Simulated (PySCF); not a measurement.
Run report: C5H8OS (charge +1), EPR calculation

- system: C5H8OS, charge +1, multiplicity 2
- method: UKS B3LYP, pcH-1 on C H O S, non-relativistic, mean-field spin-orbit, GIAO (PySCF 2.14.0)

It belongs to a series of runs on one base structure; here: electron removed.

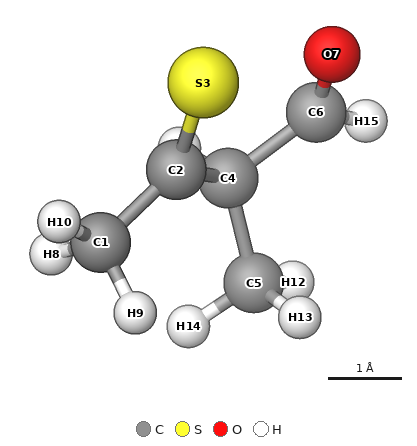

**Figure 1.** The structure (ball-and-stick view, seen at a tilt; atoms are numbered from 1 in the order of the input). Bond lengths as drawn: C–C 1.48 to 1.53 Å, C–H 1.09 to 1.10 Å, C–O 1.20 Å and C–S 1.63 Å.

Results in brief

```tsv
quantity	value
outcome	converged
total energy	−668.466777 hartree
⟨S²⟩	0.757
isotropic g	2.0059
hardware	1 CPU thread, shared host
wall time	99 s
peak memory	0.97 GiB
```

Input
```
{"job": {"kind": "epr", "basis": "pcH-1"}, "charge": 1, "multiplicity": 2}
C     -1.903295    -0.464380     0.109023
C     -0.877923     0.473794    -0.389944
S     -1.293471     1.964570    -0.902281
C      0.556821     0.023075    -0.406814
C      0.987048    -0.786477     0.822904
C      1.449202     1.213668    -0.644865
O      1.029132     2.293848    -0.943518
H     -1.771145    -1.457391    -0.321494
H     -1.798795    -0.574835     1.191609
H     -2.909540    -0.108883    -0.097809
H      0.692734    -0.625975    -1.288051
H      2.039205    -1.046577     0.744672
H      0.842165    -0.210926     1.733432
H      0.426514    -1.713150     0.896761
H      2.526933     1.027629    -0.525537
```

The first line tells a small driver script what to run in PySCF; the rest is the geometry in Å.

Command:
```bash
OMP_NUM_THREADS=1 python <driver script> task.json out
```

What the program printed
```
UKS, coarse grid
  cycle   1  E = -668.34185291  |g| = 5.62e-01
  cycle   2  E = -667.69619877  |g| = 1.35e+00
  cycle   3  E = -668.45118099  |g| = 1.80e-01
  cycle   4  E = -668.46451514  |g| = 6.86e-02
  cycle   5  E = -668.46670285  |g| = 8.91e-03
  cycle   6  E = -668.46675314  |g| = 4.02e-03
  cycle   7  E = -668.46676296  |g| = 2.96e-03
  cycle   8  E = -668.46677277  |g| = 1.66e-03
  cycle   9  E = -668.46677599  |g| = 7.26e-04
UKS, final grid
  cycle   1  E = -668.46677606  |g| = 1.12e-03
  cycle   2  E = -668.46677428  |g| = 2.30e-03
  cycle   3  E = -668.46677701  |g| = 3.20e-04
  cycle   4  E = -668.46677710  |g| = 1.60e-04
  cycle   5  E = -668.46677721  |g| = 1.58e-04
  cycle   6  E = -668.46677723  |g| = 2.40e-05
  cycle   7  E = -668.46677723  |g| = 7.50e-06
E = -668.46677723 Eh   <S^2> = 0.7575 (exact 0.7500)
g shifts (ppm)      1          2          3
  rmc          -302       -302       -302
  gc             92          1        111
  oz_so       -1451        823      12024
  total       -1661        523      11834
hyperfine (MHz)  atom isotope    a_iso     a_fc   dipolar eigenvalues
    0   13C      43.98      44.05     -4.60     -3.57      8.17
    1   13C     -26.38     -26.25    -11.48      5.01      6.48
    2   33S      42.03      42.74    -82.72    -66.10    148.81
    3   13C      -1.49      -1.45     -6.82     -4.79     11.60
    4   13C      -2.69      -2.68     -0.28      0.09      0.20
    5   13C     -22.63     -22.64     -6.33     -0.38      6.71
    6   17O     -90.26     -90.24    -85.63     38.29     47.34
    7    1H      -5.45      -5.43     -2.25     -1.39      3.64
    8    1H      -2.79      -2.79     -2.37     -1.04      3.41
    9    1H      -1.68      -1.67     -5.06     -1.18      6.24
   10    1H     -10.74     -10.77     -2.53     -1.37      3.90
   11    1H       4.07       4.07     -1.00     -0.68      1.68
   12    1H       0.18       0.18     -1.22     -0.71      1.93
   13    1H       2.74       2.76     -1.03     -0.68      1.71
   14    1H      83.66      83.66     -2.83     -1.19      4.02
```

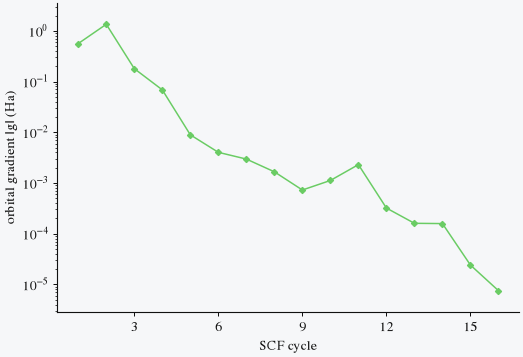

**Figure 2.** Convergence of the self-consistent field: orbital gradient |g| against the SCF cycle. All cycles printed in the log are drawn one after another.

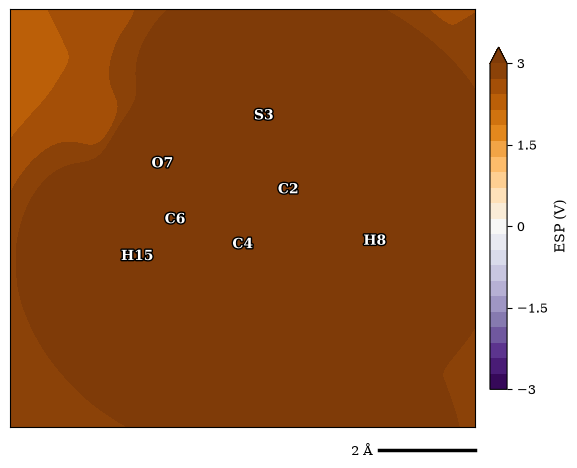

**Figure 3.** Molecular electrostatic potential on the plane of atoms C4, C6 and O7. The potential has no marked negative region in this plane.

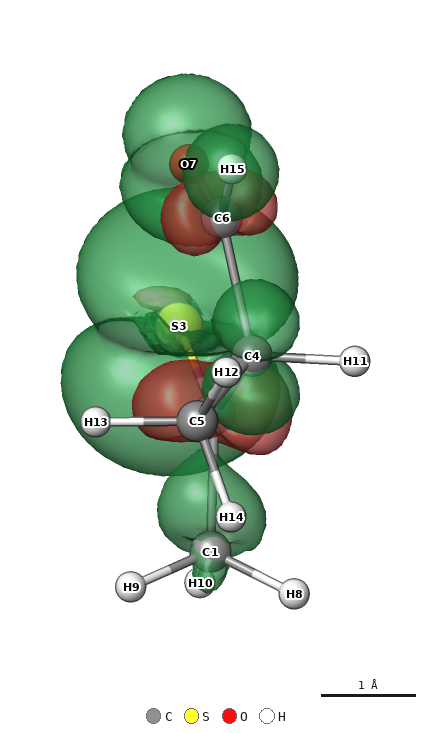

**Figure 4.** Isosurfaces of the spin density at +0.015 (green) and −0.015 e/Å³ (red), seen at an oblique angle. The unpaired spin (1 electron) lies mostly on S3 (about 0.7) and O7 (about 0.2), in electrons by Hirshfeld's partition.

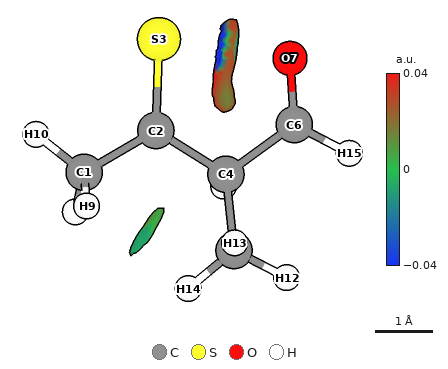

**Figure 5.** Non-covalent interaction (NCI) plot: the surface where the reduced density gradient is 0.6, for densities under 0.05 a.u., coloured by sign(λ₂)ρ; seen face on.
